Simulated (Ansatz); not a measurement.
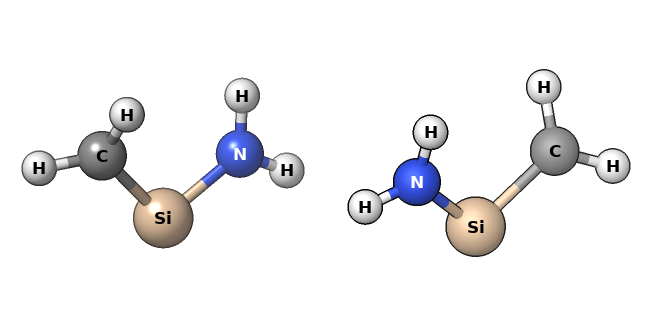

Both panels show the same species.

The species is neutral and a spin doublet.

Question: Count the atoms of each element.

Answer: CH4NSi, 7 atoms: 1 carbon, 4 hydrogen, 1 nitrogen and 1 silicon.

Question: How many atoms are distinct by symmetry?

Answer: 7: 1 C, 1 Si, 1 N, 1 H, 1 H, 1 H, 1 H.

Question: Count the bonded pairs by element.

Answer: 2 C–H, 2 N–H, 1 C–Si, 1 N–Si. Sticks follow a distance rule.

Question: Which point group does it belong to?

Answer: C1.

The parts below concern this one geometry. Atoms keep their numbers from picture to picture. The geometry was computed by an optimisation with PBE0-D4/def2-TZVP. No frequency run is at hand to confirm it as a minimum.

**Shape**

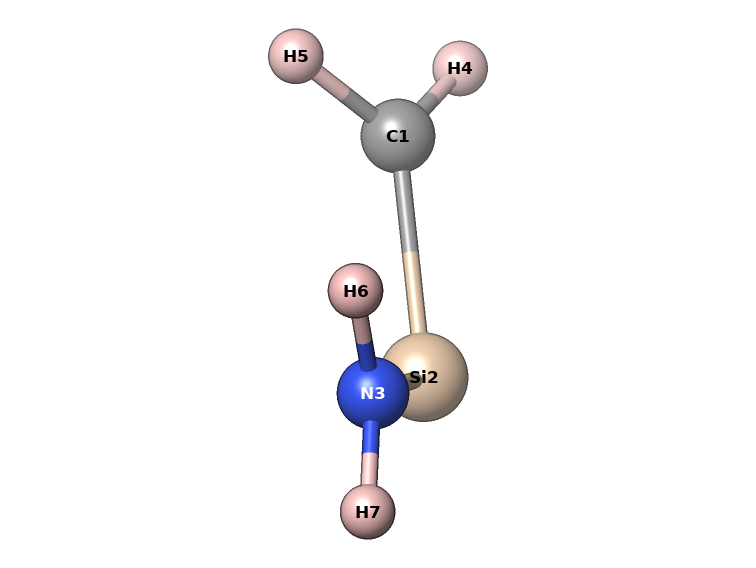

Si2 lies behind N3. The molecule seen a little off the N3–Si2 bond, N3 in front. Atoms fade into the background with distance from the viewer. No frequency run is at hand to confirm it as a minimum.

Question: What is the torsion angle H6–N3–Si2–C1? The sign is positive where the front bond must turn clockwise to cover the back bond.

Answer: −9°, synperiplanar (eclipsed).

**Dipole moment**

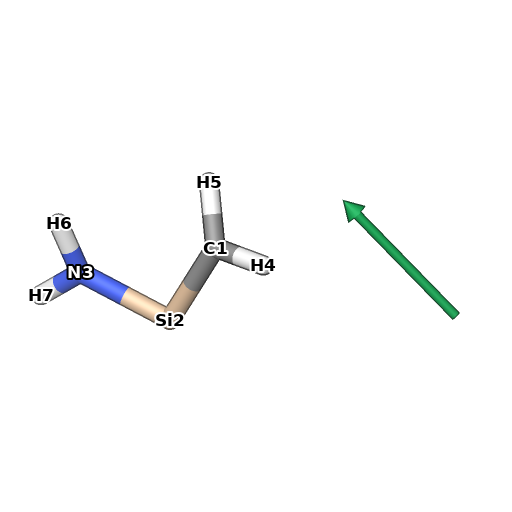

The arrow beside the molecule shows the direction of the dipole moment, from the negative to the positive end (its length means nothing). No frequency run is at hand to confirm it as a minimum. Method: UKS PBE0-D4/def2-TZVP (Ansatz 0.2.0).

Question: How large is the dipole moment?

Answer: 1.99 D; it points from the side of H4 to the side of H6 (the outermost atoms at the two ends).

**Electronic properties**

No frequency run is at hand to confirm it as a minimum. Method: UKS PBE0-D4/def2-TZVPP (Ansatz 0.2.0).

Computed properties:

- HOMO energy (Kohn–Sham orbital): −6.17 eV
- ⟨S²⟩ of the determinant: 0.780
- dispersion correction: −9.5 kJ/mol

**Charges**

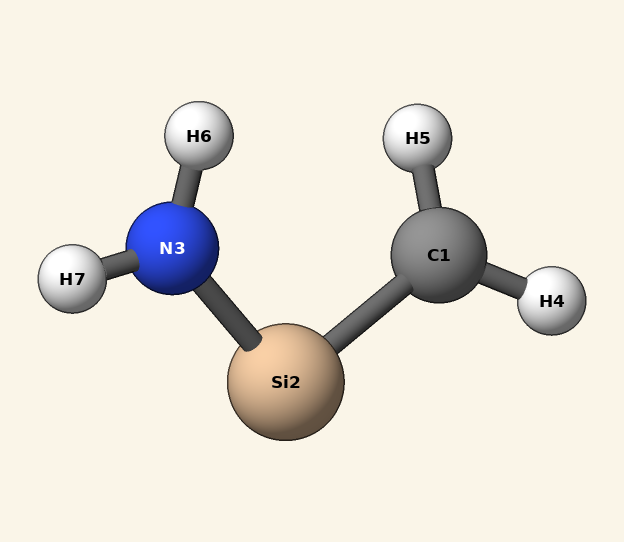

The questions are on Mulliken charges. No frequency run is at hand to confirm it as a minimum. Method: UKS PBE0-D4/def2-TZVP (Ansatz 0.2.0).

Question: Which atom carries the highest charge (most positive or least negative)?

Answer: H6, H7 (0.24 e).

Question: And the lowest?

Answer: N3 (−0.56 e).

Give the Mulliken charges atom by atom.

```tsv
atom	value (e)
C1	−0.41
Si2	0.22
N3	−0.56
H4	0.14
H5	0.13
H6	0.24
H7	0.24
```

Mulliken values depend strongly on the basis set and can even reverse the polarity of a bond.
